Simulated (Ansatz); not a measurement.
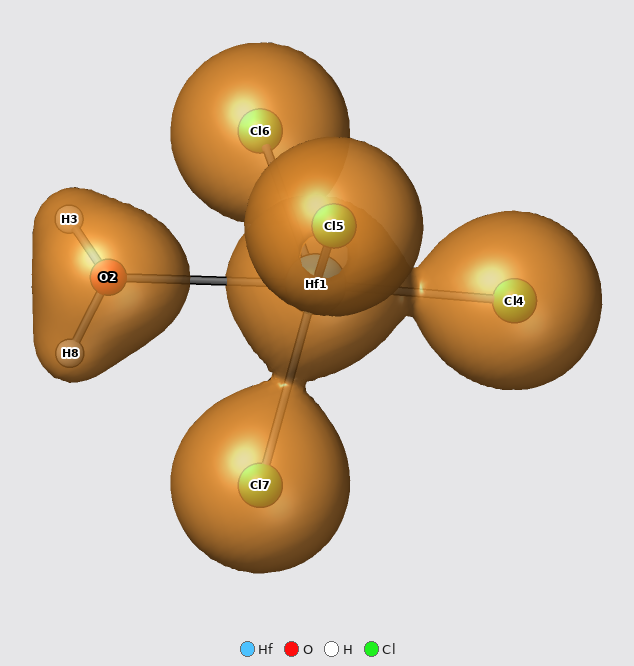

Cl₄H₂HfO. Isosurface of the electron density at 0.5 e/Å³ (orange), seen at a tilt.

Core potentials replace the inner electrons of Hf.

The calculation used Ansatz, RKS PBE/def2-SVP.

```tsv
atom	x (Å)	y (Å)	z (Å)
Hf	0.4923	-0.2915	-0.0441
O	-0.4761	-0.4288	2.1125
H	-1.3066	-0.9458	2.1407
Cl	1.4902	-0.5307	-2.1577
Cl	0.1800	2.0365	0.0580
Cl	-1.4844	-1.5650	-0.4656
Cl	2.3005	-1.1365	1.2694
H	0.1272	-0.8060	2.7847
```

**Which contacts does the surface bridge?**

At this value the surface falls into two separate pieces. It bridges the sampled Hf–Cl (2.35 Å) and O–H (0.98 Å) contacts, where the density stays above the isovalue. It is pinched off along the sampled Hf–O (2.37 Å) contacts. On the grid the lowest density along these lines, outside the cores, is 0.57 e/Å³ (Hf–Cl, 2.35 Å), 0.32 e/Å³ (Hf–O, 2.37 Å) and 2.3 e/Å³ (O–H, 0.98 Å).
